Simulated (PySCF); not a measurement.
BBrH$_{7}$NSi$_{2}$

| atom | x (Å) | y (Å) | z (Å) |
| --- | --- | --- | --- |
| B | 2.0284 | 1.5498 | -0.5767 |
| N | 1.6961 | 0.2881 | -0.0226 |
| Si | 0.0310 | -0.3378 | -0.0815 |
| Si | 2.9821 | -0.6955 | 0.6622 |
| Br | 3.6813 | -2.1920 | -0.8293 |
| H | 3.1778 | 1.9305 | -0.5431 |
| H | 1.1673 | 2.2390 | -1.0743 |
| H | 0.0150 | -1.6289 | -0.8290 |
| H | -0.4456 | -0.5932 | 1.3103 |
| H | -0.8284 | 0.6729 | -0.7517 |
| H | 4.1319 | 0.1599 | 1.0397 |
| H | 2.4372 | -1.4643 | 1.8143 |

Geometry: PBE0-D3(BJ)/def2-SVP.

Method: B3LYP/def2-SVPD, SCF density, gas phase in PySCF 2.14.0.

Q: Predict the electron density and electron localisation function between the atoms.

A: B–N (1.42 Å): ρ at the midpoint is about 1.8 e/Å³; the ELF peaks at about 0.90 between the atoms, as expected for a short, strongly polar bond.
Si–N (1.76 Å): ρ at the midpoint is about 1 e/Å³; the ELF peaks at about 0.90 between the atoms, as expected for a polar covalent bond.
B–H (1.21 Å): ρ at the midpoint is about 1.2 e/Å³; the ELF climbs to about 1 towards the hydrogen, as it does in any bond to H (an ordinary covalent bond to hydrogen).
Si–H (1.49 Å): ρ is about 0.79 e/Å³ halfway; the ELF climbs to about 1 towards the hydrogen.

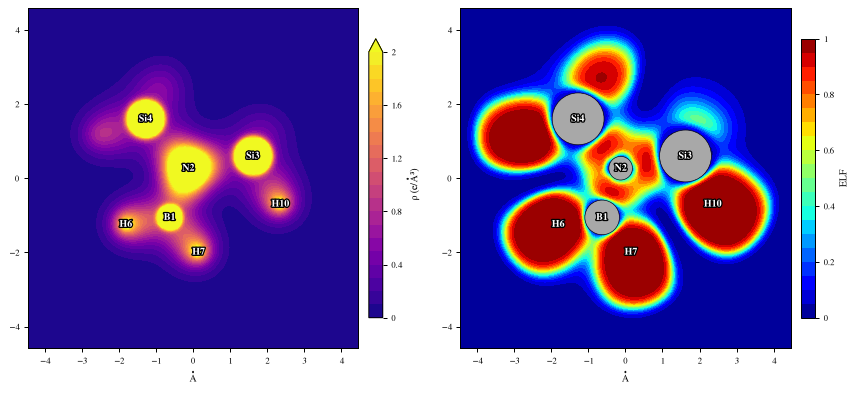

Computed electron density and electron localisation function on the plane of atoms N2, Si3 and H10, in this order. Grey discs cover the atomic cores in the ELF map. 
